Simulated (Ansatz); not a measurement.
Effect of x(Li) = 0.75, 8 atoms, P-4m2 on BP

Base system: BP in the zinc blende structure (space group F-43m, No. 216; a = 4.520 Å).

The other end (x = 1) is LiP in the zinc blende structure (space group F-43m, No. 216; a hypothetical phase, not in the database extracts checked): 20.18 Å³/atom, gap zero; this end may not be an ambient phase.

Now apply this change: a fraction x = 0.75 of the B sites is given to Li, ordered in a cell of 8 atoms (starting symmetry P-4m2) and fully relaxed.

All numbers come from Ansatz (a first-principles code), PBEsol, PAW, cutoff 420 eV, spin-orbit coupling left out. Settings: 16×16×4 k-points, 0.05 eV Fermi–Dirac smearing, for the changed cell.

| quantity | base | changed | shift |
|---|---|---|---|
| volume per atom | 11.54 Å³ | 14.95 Å³ | +3.41 Å³ |
| density | 3.01 g/cm³ | 2.16 g/cm³ | -0.85 g/cm³ |
| shortest interatomic distance | 1.957 Å | 1.897 Å | -0.060 Å |
| band gap | 1.11 eV | zero | – |
| mixing energy (to 0.01 eV only: unlike meshes or grids) (against an end that may be hypothetical) | – | -0.61 eV/atom | – |
| deviation of the volume from the linear (Vegard-type) interpolation | – | -17.1 % | – |
| mean first-shell distances | – | B–P 1.897 Å (end compound 1.957 Å), Li–P 2.490 Å (end compound 2.358 Å) | – |

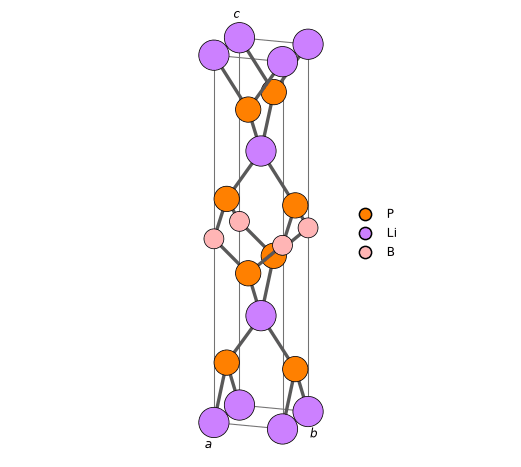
Figure: The relaxed conventional cell after the change

Cost of the whole job for the changed cell (relaxation, final SCF and bands): very roughly 4 core-minutes.

These are small ordered cells, not random alloys; other orderings at the same x differ. Stability against distortions was not tested. All final runs are without spin polarisation. Under x(Li) = 0.75, 8 atoms, P-4m2 the cell changed shape so far that it is another structure.
